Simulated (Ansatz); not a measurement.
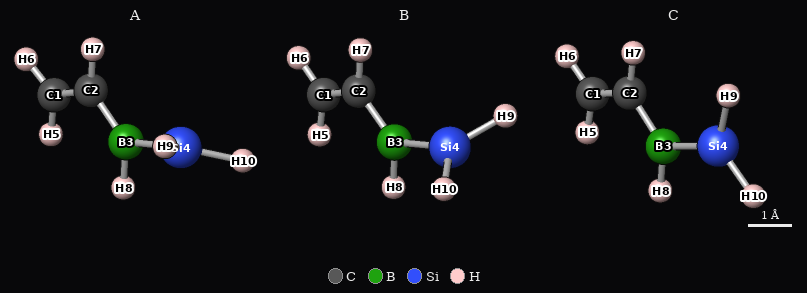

3 geometries from a converged minimum-energy path of C2H6BSi (charge +1), shuffled. The picture is a ball-and-stick view, seen from a free direction.

The calculation used RKS PBE-D4/def2-SVP in Ansatz 0.2.0. Set-up: 5 movable images; climbing image; force threshold 0.05 eV/Å; iteration limit 60; starting path by image-dependent pair potential.

> Which of them lies highest in energy?

C. In order along the path, whose images run from 0 to 6: B (image 1, +4.0 kJ/mol), C (image 3, +15.8 kJ/mol), A (image 5, +3.9 kJ/mol). The motion is a rotation about the B3–Si4 bond. No bond forms or breaks between the ends. Among the angles between lasting bonds that change up to the highest image: C2–B3–Si4 139.4° → 119.4°, Si4–B3–H8 97.4° → 115.8°.
